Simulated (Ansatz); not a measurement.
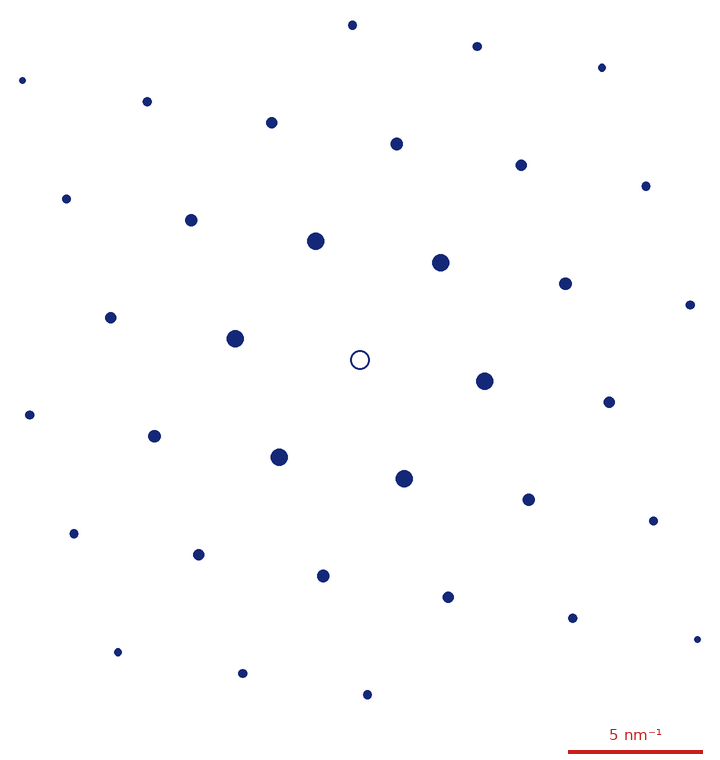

Computed electron diffraction pattern, 120 kV, single scattering only, B = 0.8 Å².

Phase: Ga2O, space group Fm-3m (No. 225), a = 5.96 Å. Structure: the end point of a relaxation with DFT PBE, scalar-relativistic, plane waves, PAW in Ansatz; the starting structure was generated, so it need not be a known form of this composition.

Q: Determine the zone axis from the geometry of the pattern.

A: The spots form a hexagonal net with both shortest vectors at d = 2.11 Å, 60.0° apart. They index as -2 2 0 and -2 0 2, so the zone axis is [111] (or an equivalent direction of <111>).

Q: Which reflections of this zone are missing, and why?

A: The lattice centring (F) removes all reflections that break h + k = 2n, h + l = 2n.
